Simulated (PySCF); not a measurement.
Al(OH)3(py), C₅H₈AlNO₃, singlet at its GFN2-xTB optimised geometry (Å):

```
18

Al    -2.6592    -0.8164     0.0000
O     -2.9520    -1.6487    -1.4230
H     -3.2938    -2.4516    -1.7816
O     -2.8996     0.8452     0.0000
H     -3.1955     1.5270    -0.5815
O     -2.8379    -1.6173     1.4544
H     -3.1684    -1.6751     2.3353
C      2.1210    -0.7636     0.2734
C      1.3110    -0.0256     1.1236
C     -0.0601    -0.0852     0.9469
N     -0.6211    -0.8164     0.0000
C      0.1416    -1.5217    -0.8149
C      1.5234    -1.5270    -0.7171
H      3.1955    -0.7437     0.3808
H      1.7353     0.5823     1.9071
H     -0.7543     0.4620     1.5663
H     -0.3857    -2.0916    -1.5642
H      2.1162    -2.1154    -1.3997
```

Method: PySCF 2.14.0 with CAM-B3LYP/def2-SVP. Cells within 0.4 Å of a nucleus heavier than hydrogen are left out (blank, or x).

Map of the HOMO amplitude (bohr^(-3/2)) on the plane z = 0.0 Å; orbital energy -8.54 eV, overall sign arbitrary:

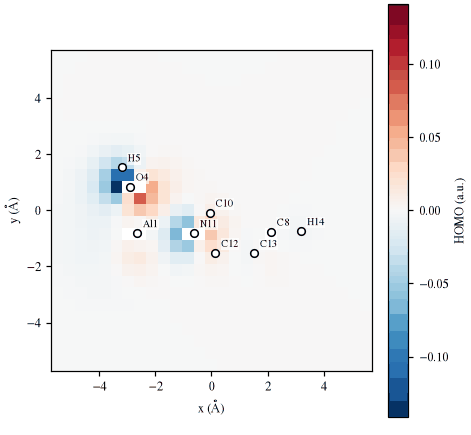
HOMO amplitude (bohr^(-3/2)) on the plane z = 0.0 Å.
